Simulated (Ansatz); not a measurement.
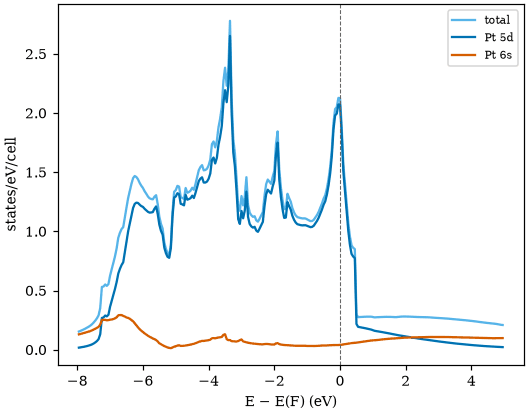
Total and projected density of states of Pt (fcc (Cu type), space group No. 225), plane-wave PAW PBE+D3(BJ) (Ansatz code)

Task: Which orbitals carry the states next to the Fermi level?

Result: Within 0.5 eV of the Fermi level: Pt 5d 96 %. Projections are on Löwdin-orthogonalised atomic valence shells; empty p or d shells of many metals are not among them.

Task: Where is the tallest occupied peak in this window, and what makes it?

Result: Near -3.3 eV, about 2.8 states/eV per cell; the largest projected share is Pt 5d.

Space group Fm-3m (fcc (Cu type)). Symmetry was held in the PBE+D3(BJ) relaxation. No spin polarisation was allowed. The pairwise dispersion correction was not fitted to metals. Spin–orbit coupling is left out wherever it is not named.

Potentials: the earlier of the program's two PAW sets.
